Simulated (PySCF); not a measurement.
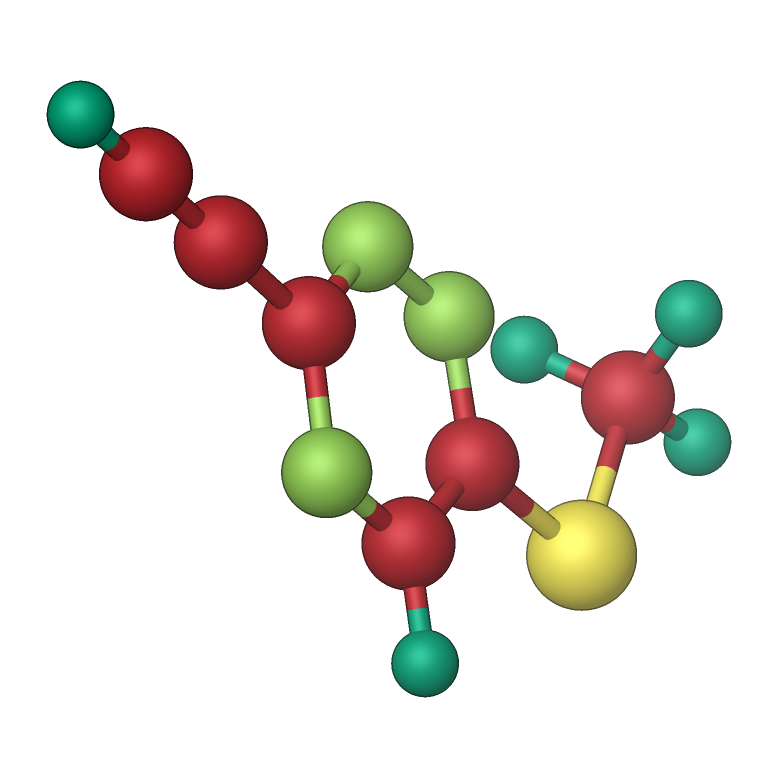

Rendered structure (ball-and-stick style). Colours: carbon red, nitrogen green, sulfur yellow, hydrogen teal.

The computed structure is the end point of a GFN2-xTB optimisation. No frequency run is at hand to confirm it as a minimum.

Description:

Formula C6H5N3S. As SMILES it reads `C#Cc1ncc(SC)nn1`. Independent rings (smallest set): 1 of 6 members, 1 of them aromatic. Among its groups: alkyne, thioether. The point group is Cs. Coordination: 2 C linear; 3 C trigonal planar; 3 N bent; 1 S bent; 1 C tetrahedral.

The parts below concern this one geometry. Atoms keep their numbers from picture to picture.

**Geometry**

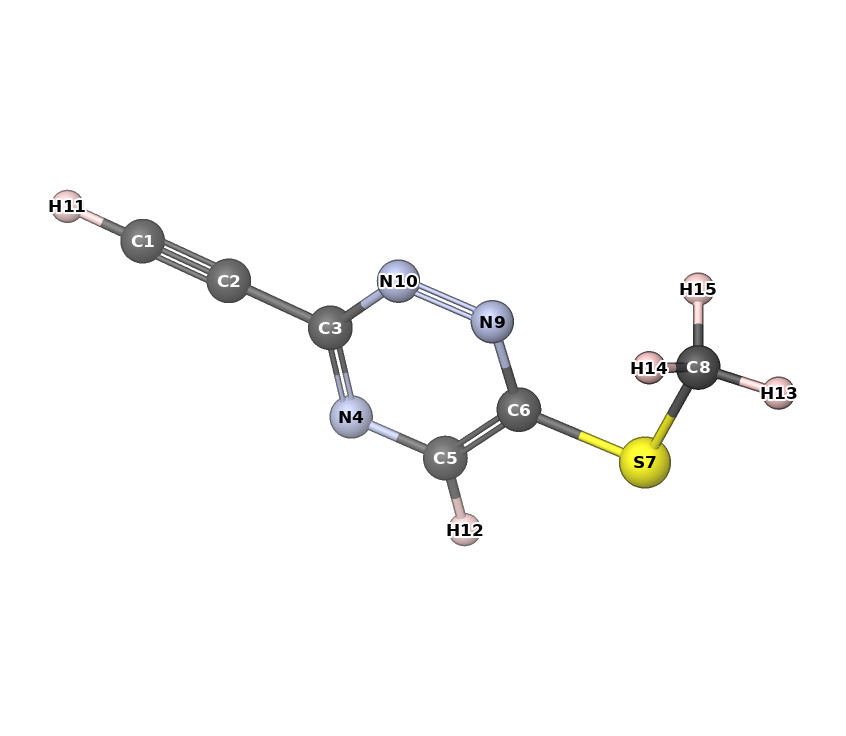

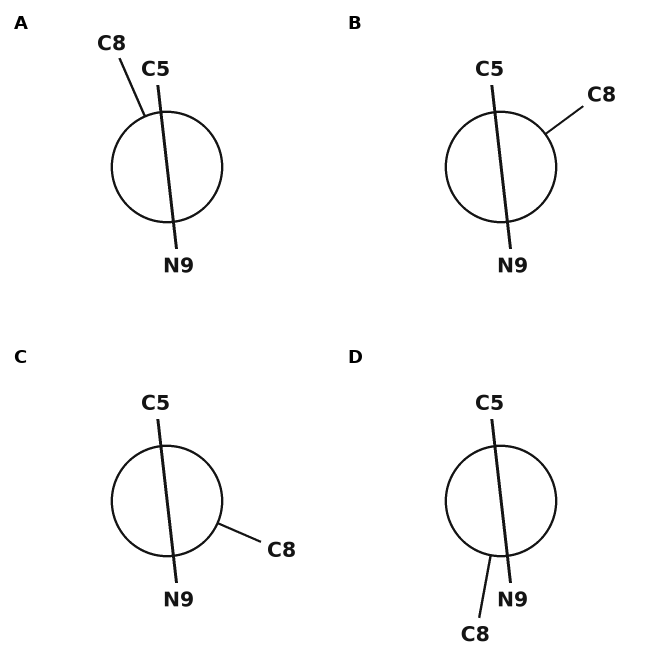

Distant atoms are faded towards the background colour. Bonds that would overlap in a projection are set slightly apart. No frequency run is at hand to confirm it as a minimum.

Which Newman projection shows the view along C6–S7, with C6 in front?

Answer. D. The torsion angle N9–C6–S7–C8 is 0°, synperiplanar (eclipsed).

**Dipole moment**

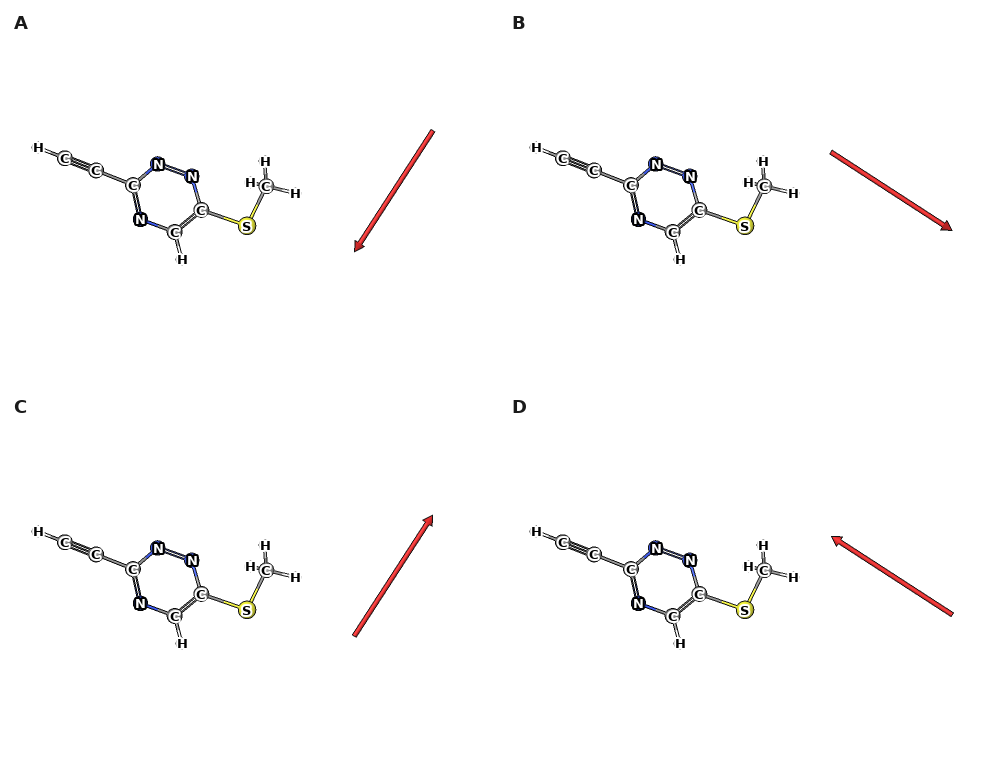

The same molecule four times, each with an arrow. No frequency run is at hand to confirm it as a minimum. Level of theory: CAM-B3LYP/def2-SVPD, gas phase (PySCF 2.14.0).

Which arrow points along the dipole moment, from the negative to the positive end?

Answer. B. The dipole moment is 1.66 D.

**Polarisability**

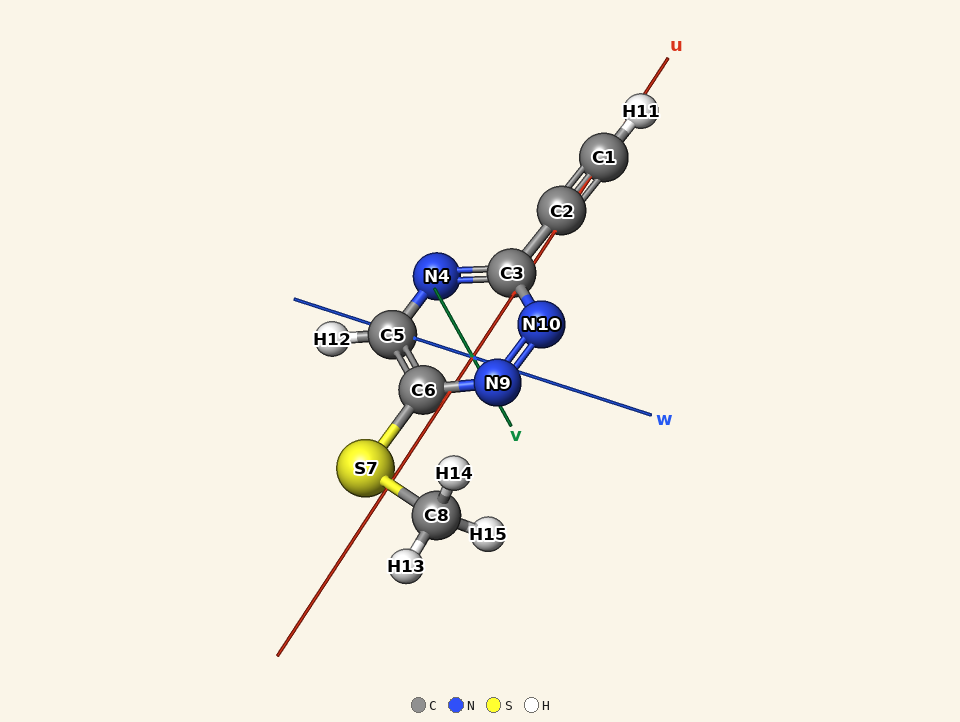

The lines u, v and w are the principal axes of the static dipole polarisability. No frequency run is at hand to confirm it as a minimum. Computed with CAM-B3LYP/def2-SVPD (PySCF 2.14.0).

Along which axis is the molecule most polarisable, and along which least?

Answer. Most along u (nearly parallel to the C6–S7 bond), least along v.

Give the three principal values.

Answer. u 193.3, v 65.1, w 96.5 bohr³; mean 118.3, anisotropy 115.8 bohr³.

**Excitation**

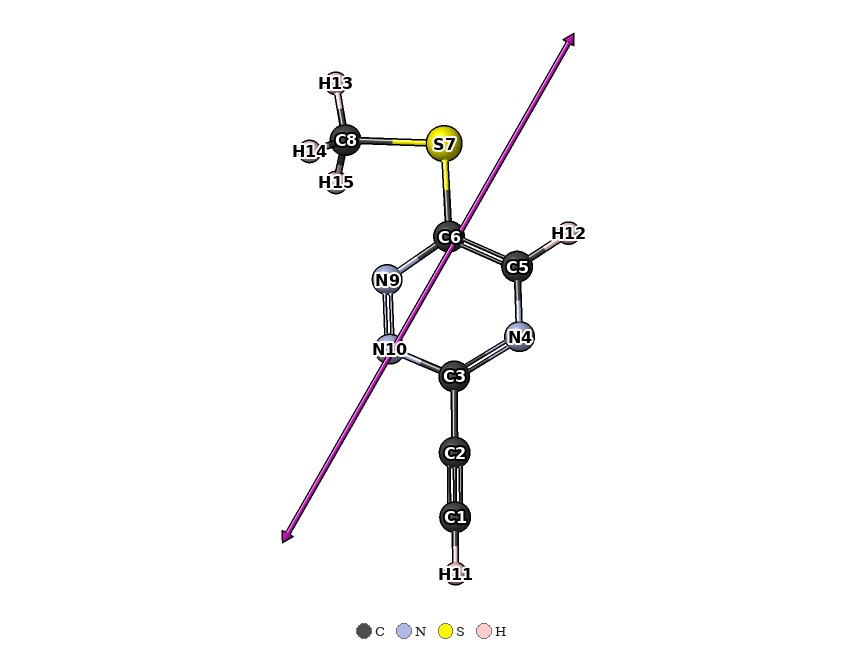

The double arrow shows the direction of the transition dipole to excited singlet state 3 (its length means nothing). No frequency run is at hand to confirm it as a minimum. Method: TDDFT CAM-B3LYP/def2-SVPD, vertical, gas phase, core orbitals frozen in the response (PySCF 2.14.0).

Where does the transition lie, and how strong is it?

Answer. 4.24 eV (292 nm), oscillator strength 0.052, mainly HOMO → LUMO (weight 0.90); transition dipole 1.80 D.
